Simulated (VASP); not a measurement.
# Na: surface energy and work function by face, part 3 of 4

Which face of Na is cheapest, and which holds its electrons hardest?

VASP 6.6.1; PBE; plane waves and PAW (Na).

So far. Step 4 (Relaxing the slab, 7 atoms, face Na(110)): The start already met the threshold, so nothing moved, which says little where the restoring forces are soft. Step 5 (Vacuum level and density of states, 7 atoms, face …): The vacuum level lies 2.80 eV above the Fermi level at the upper face; both faces agree, as the slab has next to no dipole.

### 6. Surface relaxation, 9 atoms, face Na(100)

System of this step: Na(100). The cell holds 9 atoms: 9 Na. Cell: a = 4.200 Å, b = 4.200 Å, c = 31.799 Å, α = 90.0°, β = 90.0°, γ = 90.0°. It derives from Na. 9 layers of bcc Na, cut at this functional's lattice. Vacuum lies along c.

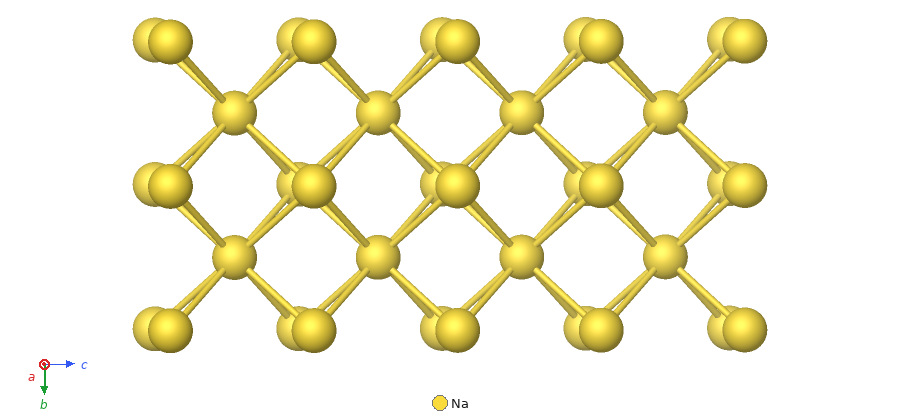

The cell of this step (sodium yellow). 1×2×1 cells are drawn. Some periodic images of atoms are drawn too.

INCAR

```
SYSTEM = Na
PREC = Normal
ENCUT = 320
EDIFF = 1E-05
NELM = 120
ISMEAR = 1
SIGMA = 0.15
LREAL = .FALSE.
ALGO = Fast
GGA = PE
NBANDS = 13
LORBIT = 11
LWAVE = .FALSE.
LCHARG = .FALSE.
KPAR = 4
LASPH = .TRUE.
IBRION = 2
NSW = 40
ISIF = 2
EDIFFG = -0.03
POTIM = 0.4
MAXMIX = 40
```

POSCAR

```
Na
1.0
    4.1997208826      0.0000000000      0.0000000000
    0.0000000000      4.1997208826      0.0000000000
    0.0000000000      0.0000000000     31.7988835304
Na
9
Direct
    0.0000000000      0.0000000000      0.2358573400
    0.5000000000      0.5000000000      0.3018930000
    0.0000000000      0.0000000000      0.3679286700
    0.5000000000      0.5000000000      0.4339643300
    0.0000000000      0.0000000000      0.5000000000
    0.5000000000      0.5000000000      0.5660356700
    0.0000000000      0.0000000000      0.6320713300
    0.5000000000      0.5000000000      0.6981070000
    0.0000000000      0.0000000000      0.7641426600
```

KPOINTS

```
Automatic mesh
0
Gamma
7 7 1
0 0 0
```

PAW data sets: Na (PBE family, release 64).

Command:

```console
mpirun -np 4 vasp_std
```

Output:

```text
[banner, memory and clock lines left out]
running    4 mpi-ranks, on    1 nodes
 distrk:  each k-point on    1 cores,    4 groups
 distr:  one band on    1 cores,    1 groups

 POSCAR found type information on POSCAR Na
 POSCAR found :  1 types and       9 ions
 LDA part: xc-table for (Slater+PW92), standard interpolation
 POSCAR, INCAR and KPOINTS ok, starting setup
 FFT: planning ... GRIDC
 FFT: planning ... GRID_SOFT
 FFT: planning ... GRID
 WAVECAR not read
 entering main loop
       N       E                     dE             d eps       ncg     rms          rms(c)
DAV:   1    -0.124064329459E+01   -0.12406E+01   -0.13318E+03   260   0.248E+02
DAV:   2    -0.111063617135E+02   -0.98657E+01   -0.94241E+01   320   0.387E+01
DAV:   3    -0.116054104577E+02   -0.49905E+00   -0.48607E+00   374   0.886E+00
DAV:   4    -0.116234761534E+02   -0.18066E-01   -0.18052E-01   370   0.181E+00
DAV:   5    -0.116247225755E+02   -0.12464E-02   -0.12464E-02   401   0.459E-01    0.101E+00
RMM:   6    -0.115312858171E+02    0.93437E-01   -0.12007E-01   260   0.555E-01    0.984E-01
RMM:   7    -0.113059882469E+02    0.22530E+00   -0.22058E-02   262   0.322E-01    0.454E-01
RMM:   8    -0.112687115414E+02    0.37277E-01   -0.42835E-02   260   0.424E-01    0.188E-01
RMM:   9    -0.112689116795E+02   -0.20014E-03   -0.80598E-03   260   0.298E-01    0.843E-02
RMM:  10    -0.112666714069E+02    0.22403E-02   -0.38065E-03   260   0.192E-01    0.433E-02
RMM:  11    -0.112677007125E+02   -0.10293E-02   -0.21846E-03   260   0.145E-01    0.275E-02
RMM:  12    -0.112675870670E+02    0.11365E-03   -0.42757E-04   267   0.774E-02    0.144E-02
RMM:  13    -0.112675368652E+02    0.50202E-04   -0.38478E-04   256   0.579E-02    0.106E-02
RMM:  14    -0.112675433469E+02   -0.64817E-05   -0.78197E-05   266   0.353E-02
   1 F= -.11267543E+02 E0= -.11269296E+02  d E =-.112675E+02
 curvature:   0.00 expect dE= 0.000E+00 dE for cont linesearch  0.000E+00
 trial: gam= 0.00000 g(F)=  0.343E-04 g(S)=  0.000E+00 ort = 0.000E+00 (trialstep = 0.100E+01)
 search vector abs. value=  0.343E-04
 reached required accuracy - stopping structural energy minimisation
```

It took 9.4 s on 4 MPI ranks of Intel Xeon Platinum 8259CL at 2.50GHz (Skylake/Cascade Lake), shared host; peak memory 0.77 GiB.

From OUTCAR (step 6):

```text
   k-points           NKPTS =     10   k-points in BZ     NKDIM =     10   number of bands    NBANDS=     13

   ENCUT  =  320.0 eV  23.52 Ry    4.85 a.u.   6.13  6.13 46.38*2*pi/ulx,y,z

   NELECT =       9.0000    total number of electrons

 E-fermi :  -0.7400

 k-point     1 :       0.0000    0.0000    0.0000
  band No.  band energies     occupation
    ...
      2      -3.6382      2.00000
      3      -3.2018      2.00000
      4      -2.6151      2.00000
      5      -1.9069      2.00000
      6      -1.1040      2.00319
      7      -0.2739     -0.00010
      8       0.5500     -0.00000
      9       1.2251     -0.00000
     10       1.9449     -0.00000
     11       2.0289     -0.00000
    ...

  Total       -0.7184833     -0.7184833     -0.0158067      0.0000000      0.0000000      0.0000000
  in kB       -2.0524593     -2.0524593     -0.0451544      0.0000000      0.0000000      0.0000000
  external PRESSURE =      -1.3833576 kB  Pullay stress =       0.0000000 kB

 POSITION                                       TOTAL-FORCE (eV/Angst)
 -----------------------------------------------------------------------------------
      0.00000      0.00000      7.50000         0.000000      0.000000     -0.008617
      2.09986      2.09986      9.59986         0.000000      0.000000     -0.002417
      0.00000      0.00000     11.69972         0.000000     -0.000000      0.019057
      2.09986      2.09986     13.79958         0.000000      0.000000      0.000919
      0.00000      0.00000     15.89944         0.000000      0.000000      0.000000
      2.09986      2.09986     17.99930         0.000000     -0.000000     -0.000919
      0.00000      0.00000     20.09916        -0.000000      0.000000     -0.019057
      2.09986      2.09986     22.19902         0.000000      0.000000      0.002417
      0.00000      0.00000     24.29888        -0.000000     -0.000000      0.008617
 -----------------------------------------------------------------------------------
    total drift:                                0.000000     -0.000000     -0.000000

  FREE ENERGIE OF THE ION-ELECTRON SYSTEM (eV)
  ---------------------------------------------------
  free  energy   TOTEN  =       -11.2675433469 eV

  energy  without entropy=      -11.2728019409  energy(sigma->0) =      -11.26929621

[... 1 part as in an earlier step ...]

[... 15 further parts left out ...]
```

CONTCAR:

```
Na
   1.00000000000000
     4.1997208826000003    0.0000000000000000    0.0000000000000000
     0.0000000000000000    4.1997208826000003    0.0000000000000000
     0.0000000000000000    0.0000000000000000   31.7988835304000013
  Na
     9
Direct
     0.0000000000000000    0.0000000000000000    0.2358573400000026
     0.5000000000000000    0.5000000000000000    0.3018929999999997
     0.0000000000000000    0.0000000000000000    0.3679286699999977
     0.5000000000000000    0.5000000000000000    0.4339643300000020
     0.0000000000000000    0.0000000000000000    0.5000000000000000
     0.5000000000000000    0.5000000000000000    0.5660356699999980
     0.0000000000000000    0.0000000000000000    0.6320713300000023
     0.5000000000000000    0.5000000000000000    0.6981070000000003
     0.0000000000000000    0.0000000000000000    0.7641426599999974
```

The run keeps the 16 symmetry operations of its start, so it cannot find a distortion of lower symmetry.

Hardly anything moved in the relaxation; the energy changed by under 0.2 meV an atom.

This step gave:

```
electronic cycles       : 14
electrons               : 9
free energy (TOTEN)     : -11.27 eV
energy at zero smearing : -11.27 eV
Fermi energy            : -0.74 eV
```

The start already met the threshold, so nothing moved, which says little where the restoring forces are soft.

### 7. Vacuum level and density of states, 9 atoms, face Na(100)

INCAR

```
SYSTEM = Na
PREC = Normal
ENCUT = 320
EDIFF = 1E-06
NELM = 120
ISMEAR = 1
SIGMA = 0.15
LREAL = .FALSE.
ALGO = Fast
GGA = PE
NBANDS = 13
LORBIT = 11
LWAVE = .FALSE.
LCHARG = .TRUE.
KPAR = 4
LASPH = .TRUE.
IDIPOL = 3
LDIPOL = .TRUE.
DIPOL = 0.5 0.5 0.5
LVHAR = .TRUE.
LVACPOTAV = .TRUE.
NEDOS = 1500
```

POSCAR is that of step 6.

KPOINTS is that of step 6.

Command:

```console
mpirun -np 4 vasp_std
```

Output:

```text
[... set-up lines as in an earlier step ...]
 entering main loop
       N       E                     dE             d eps       ncg     rms          rms(c)
DAV:   1    -0.124064329458E+01   -0.12406E+01   -0.13318E+03   260   0.248E+02
DAV:   2    -0.111063617137E+02   -0.98657E+01   -0.94241E+01   320   0.387E+01
DAV:   3    -0.116054104576E+02   -0.49905E+00   -0.48607E+00   374   0.886E+00
[... 1 cycle as in an earlier step ...]
DAV:   5    -0.116247225756E+02   -0.12464E-02   -0.12464E-02   401   0.459E-01    0.101E+00
RMM:   6    -0.115312858170E+02    0.93437E-01   -0.12007E-01   321   0.555E-01    0.984E-01
RMM:   7    -0.113057776179E+02    0.22551E+00   -0.40422E-02   285   0.371E-01    0.454E-01
RMM:   8    -0.112684891256E+02    0.37288E-01   -0.40134E-02   289   0.418E-01    0.187E-01
RMM:   9    -0.112690266220E+02   -0.53750E-03   -0.87784E-03   297   0.299E-01    0.843E-02
RMM:  10    -0.112667044902E+02    0.23221E-02   -0.38664E-03   299   0.191E-01    0.435E-02
RMM:  11    -0.112677413770E+02   -0.10369E-02   -0.22689E-03   305   0.143E-01    0.293E-02
RMM:  12    -0.112675893606E+02    0.15202E-03   -0.44433E-04   316   0.774E-02    0.159E-02
RMM:  13    -0.112675574706E+02    0.31890E-04   -0.42927E-04   309   0.584E-02    0.109E-02
RMM:  14    -0.112675531477E+02    0.43229E-05   -0.80061E-05   351   0.358E-02    0.673E-03
RMM:  15    -0.112676323397E+02   -0.79192E-04   -0.40497E-05   305   0.213E-02    0.317E-03
RMM:  16    -0.112676575107E+02   -0.25171E-04   -0.13054E-05   328   0.158E-02    0.218E-03
RMM:  17    -0.112677151107E+02   -0.57600E-04   -0.78176E-06   320   0.103E-02    0.868E-04
RMM:  18    -0.112677233525E+02   -0.82418E-05   -0.19234E-06   266   0.641E-03    0.473E-04
RMM:  19    -0.112677287279E+02   -0.53754E-05   -0.76841E-07   253   0.420E-03    0.357E-04
RMM:  20    -0.112677290589E+02   -0.33098E-06   -0.35494E-07   219   0.295E-03
 [... a notice as in an earlier step ...]

   1 F= -.11267729E+02 E0= -.11269488E+02  d E =0.527678E-02
```

Elapsed: 15 s, on 4 MPI ranks; peak memory 0.81 GiB; 54 s of CPU time.

From OUTCAR (step 7):

```text
   NELECT =       9.0000    total number of electrons

 E-fermi :  -0.7367

 k-point     1 :       0.0000    0.0000    0.0000
  band No.  band energies     occupation
    ...
      2      -3.6346      2.00000
      3      -3.1995      2.00000
      4      -2.6116      2.00000
      5      -1.9034      2.00000
      6      -1.1009      2.00318
      7      -0.2712     -0.00010
      8       0.5521     -0.00000
      9       1.2710     -0.00000
     10       2.0464     -0.00000
     11       2.0949     -0.00000
    ...

  Total       -0.7180028     -0.7180028     -0.0151040      0.0000000      0.0000000      0.0000000
  in kB       -2.0510867     -2.0510867     -0.0431471      0.0000000      0.0000000      0.0000000
  external PRESSURE =      -1.3817735 kB  Pullay stress =       0.0000000 kB

 POSITION                                       TOTAL-FORCE (eV/Angst)
 -----------------------------------------------------------------------------------
      0.00000      0.00000      7.50000        -0.000000     -0.000000     -0.008487
      2.09986      2.09986      9.59986        -0.000000      0.000000     -0.002383
      0.00000      0.00000     11.69972        -0.000000     -0.000000      0.019295
      2.09986      2.09986     13.79958         0.000000     -0.000000      0.001855
      0.00000      0.00000     15.89944        -0.000000     -0.000000      0.000000
      2.09986      2.09986     17.99930        -0.000000      0.000000     -0.001855
      0.00000      0.00000     20.09916        -0.000000     -0.000000     -0.019295
      2.09986      2.09986     22.19902         0.000000      0.000000      0.002383
      0.00000      0.00000     24.29888        -0.000000     -0.000000      0.008487
 -----------------------------------------------------------------------------------
    total drift:                                0.000000     -0.000000     -0.000000

  FREE ENERGIE OF THE ION-ELECTRON SYSTEM (eV)
  ---------------------------------------------------
  free  energy   TOTEN  =       -11.2677290589 eV

  energy  without entropy=      -11.2730058391  energy(sigma->0) =      -11.26948799

 vacuum level on the upper side and lower side of the slab         1.984         1.984

[... 10 parts as in an earlier step ...]

[... 8 further parts left out ...]
```

Numbers from this step:

* electronic cycles: 20
* Fermi energy: -0.7367 eV
* vacuum levels: 1.984, 1.984 eV
* work functions of the upper and lower face: 2.721, 2.721 eV

The planar average of the electrostatic potential oscillates, so the rows of the table below give means over windows of 2.16 Å about each position, cut where the curve ends. Its maxima inside the range that stand out by 2 % of the span (Å: eV): 8.5: 0.903, 10.7: 0.861, 12.7: 0.931, 14.9: 0.937, 16.9: 0.937, 19.1: 0.931, 21.1: 0.861, 23.3: 0.903. Its minima: 7.5: -2.24, 9.7: -2.09, 11.7: -2.10, 13.9: -2.03, 15.9: -2.08, 17.9: -2.03, 20.1: -2.10, 22.1: -2.09, 24.3: -2.24.

Zero at the Fermi level. Table of planar average of the electrostatic potential by height; means over each step:

```
height (Å)  planar average of the electrostatic potential (eV)
      1.08                                                2.72
      3.24                                                2.71
      5.40                                                2.35
      7.56                                              -0.511
      9.72                                              -0.517
     11.88                                              -0.506
     14.04                                              -0.472
     16.20                                              -0.489
     18.36                                              -0.485
     20.52                                              -0.547
     22.68                                              -0.543
     24.84                                              -0.128
     27.00                                                2.58
     29.16                                                2.72
     31.32                                                2.72
```

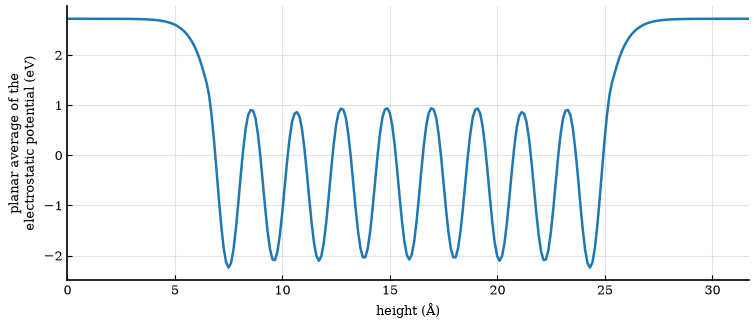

Planar average of the electrostatic potential, plotted against height.

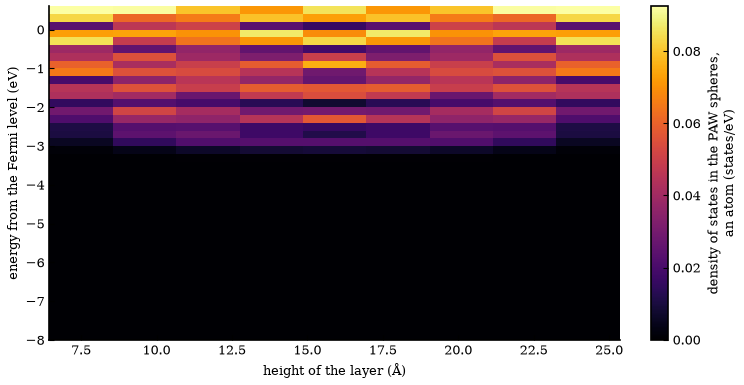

Density of states in the PAW spheres, an atom over height of the layer and energy from the Fermi level.

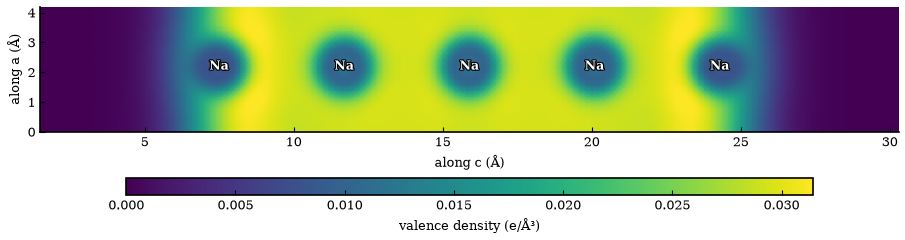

Valence density in the ca plane at fractional y = 0.000, with atoms of Na within 0.2 Å of it. It is the smooth field of the valence electrons, not physical close to the nuclei. The map starts off the cell's origin, so that atoms lie inside it. The far vacuum is left out of the map.

The map of layer states is cut here 0.5 eV above the Fermi level, so it leaves out the states above that.

The vacuum level lies 2.72 eV above the Fermi level at the upper face; both faces agree, as the slab has next to no dipole.

The program found no field-free point at its default tolerance, but its printed level agrees with the flat part of the planar average.

On this mesh the fine structure of the density of states is sampling noise, and high empty states may be cut by the number of bands.

### 8. Surface relaxation, 11 atoms, face Na(111)

System of this step: Na(111). The cell holds 11 atoms: 11 Na. Cell: a = 5.939 Å, b = 5.939 Å, c = 27.124 Å, α = 90.0°, β = 90.0°, γ = 60.0°. It derives from Na. 11 layers of bcc Na, cut at this functional's lattice. Vacuum lies along c.

INCAR

```
SYSTEM = Na
PREC = Normal
ENCUT = 320
EDIFF = 1E-05
NELM = 120
ISMEAR = 1
SIGMA = 0.15
LREAL = .FALSE.
ALGO = Fast
GGA = PE
NBANDS = 16
LORBIT = 11
LWAVE = .FALSE.
LCHARG = .FALSE.
KPAR = 4
LASPH = .TRUE.
IBRION = 2
NSW = 40
ISIF = 2
EDIFFG = -0.03
POTIM = 0.4
MAXMIX = 40
```

POSCAR

```
Na
1.0
    5.9393022304      0.0000000000      0.0000000000
    2.9696511152      5.1435866122      0.0000000000
    0.0000000000      0.0000000000     27.1235499105
Na
11
Direct
    0.6666666700      0.6666666700      0.2765124800
    0.0000000000      0.0000000000      0.3212099800
    0.3333333300      0.3333333300      0.3659074900
    0.6666666700      0.6666666700      0.4106049900
    0.0000000000      0.0000000000      0.4553025000
    0.3333333300      0.3333333300      0.5000000000
    0.6666666700      0.6666666700      0.5446975000
    0.0000000000      0.0000000000      0.5893950100
    0.3333333300      0.3333333300      0.6340925100
    0.6666666700      0.6666666700      0.6787900200
    0.0000000000      0.0000000000      0.7234875200
```

KPOINTS

```
Automatic mesh
0
Gamma
6 6 1
0 0 0
```

Command:

```console
mpirun -np 4 vasp_std
```

Output:

```text
[banner, memory and clock lines left out]
running    4 mpi-ranks, on    1 nodes
[...]
LDA part: xc-table for (Slater+PW92), standard interpolation
 POSCAR, INCAR and KPOINTS ok, starting setup
[...]
entering main loop
       N       E                     dE             d eps       ncg     rms          rms(c)
DAV:   1    -0.155980285079E+01   -0.15598E+01   -0.14845E+03   224   0.243E+02
DAV:   2    -0.133180359362E+02   -0.11758E+02   -0.10695E+02   296   0.379E+01
DAV:   3    -0.139749182686E+02   -0.65688E+00   -0.65106E+00   320   0.925E+00
DAV:   4    -0.140056767086E+02   -0.30758E-01   -0.30750E-01   360   0.215E+00
[...]
RMM:  17    -0.133672071911E+02   -0.42534E-04   -0.70914E-06   174   0.118E-02    0.572E-04
RMM:  18    -0.133672211272E+02   -0.13936E-04   -0.33901E-06   161   0.824E-03    0.257E-04
RMM:  19    -0.133672225605E+02   -0.14334E-05   -0.13807E-06   152   0.602E-03
   1 F= -.13367223E+02 E0= -.13371340E+02  d E =-.133672E+02
[... from here on, the cycles between the ionic steps are left out ...]
   2 F= -.13368429E+02 E0= -.13372570E+02  d E =-.120632E-02
   3 F= -.13371894E+02 E0= -.13376101E+02  d E =-.467193E-02
   4 F= -.13378109E+02 E0= -.13382412E+02  d E =-.108864E-01
   5 F= -.13387536E+02 E0= -.13391924E+02  d E =-.203133E-01
   6 F= -.13393355E+02 E0= -.13397633E+02  d E =-.261322E-01
   7 F= -.13393666E+02 E0= -.13397984E+02  d E =-.264430E-01
   8 F= -.13396436E+02 E0= -.13400742E+02  d E =-.277039E-02
   9 F= -.13400355E+02 E0= -.13404577E+02  d E =-.668967E-02
[...]
reached required accuracy - stopping structural energy minimisation
```

Elapsed: 67 s, on 4 MPI ranks; peak memory 1.3 GiB.

Parts of OUTCAR (step 8):

```text
  Total       -0.2072837     -0.2072837     -0.4158264      0.0000000     -0.0000000     -0.0000000
  in kB       -0.4007999     -0.4007999     -0.8040343      0.0000000     -0.0000000     -0.0000000
  external PRESSURE =      -0.5352114 kB  Pullay stress =       0.0000000 kB

 POSITION                                       TOTAL-FORCE (eV/Angst)
 -----------------------------------------------------------------------------------
      5.93930      3.42906      7.67159         0.000000     -0.000000      0.005799
      0.00000      0.00000      8.85273         0.000000      0.000000      0.012108
      2.96965      1.71453      9.78874         0.000000      0.000000      0.015175
      5.93930      3.42906     11.15382        -0.000000     -0.000000      0.003495
      0.00000      0.00000     12.40019         0.000000     -0.000000     -0.003961
      2.96965      1.71453     13.56177        -0.000000     -0.000000      0.000000
      5.93930      3.42906     14.72336        -0.000000     -0.000000      0.003961
      0.00000      0.00000     15.96973         0.000000     -0.000000     -0.003495
      2.96965      1.71453     17.33481         0.000000      0.000000     -0.015175
      5.93930      3.42906     18.27082        -0.000000     -0.000000     -0.012108
      0.00000      0.00000     19.45196         0.000000      0.000000     -0.005799
 -----------------------------------------------------------------------------------
    total drift:                                0.000001      0.000000      0.000001

  FREE ENERGIE OF THE ION-ELECTRON SYSTEM (eV)
  ---------------------------------------------------
  free  energy   TOTEN  =       -13.4003552606 eV

  energy  without entropy=      -13.4130199996  energy(sigma->0) =      -13.40457684

[... 1 part as in an earlier step ...]

[... 3 further parts left out ...]
[key lines of the parts left out:]
E-fermi :  -0.8922
```

The run keeps the 12 symmetry operations of its start, so it cannot find a distortion of lower symmetry.

(Continued in part 4 of 4.)

[Lines on the potential files, build, host, timing and source positions are cut from VASP's logs without a mark.]

[Logs are printed without paths, hosts, clocks, repeated set-up lines and the standing remarks that a program may print on its own settings, such as how far it seeks lower states.]

[Hosts, paths, dates, database ids (printed as entryN), source tags and the programs' standing remarks are cut or masked in the printed files.]

[Runs that stopped without an error message from VASP are left out.]
